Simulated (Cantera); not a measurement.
Input: 1 mol PbO, 0.12 mol H₂, at 21.0 mbar.

These are equilibrium values from Cantera (NASA tables, ideal gas, pure condensed phases), not measurements of a reactor. Candidate condensed phases: H₂O, Pb, PbO, PbO₂, Pb₃O₄; 12 gas species. Mutual solubility and eutectic melting of coexisting phases are not modelled. The numbers say what is thermodynamically allowed, not how fast it happens.

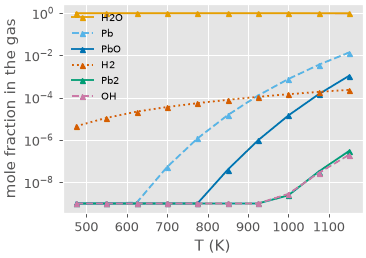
*Equilibrium gas composition (values under 1e-9 drawn at 1e-9)*

From 475 K to 550 K the condensed part is Pb(s) + PbO(red). From 625 K to 700 K the condensed part is Pb(l) + PbO(red). From 775 K to 1150 K the condensed part is Pb(l) + PbO(yellow).
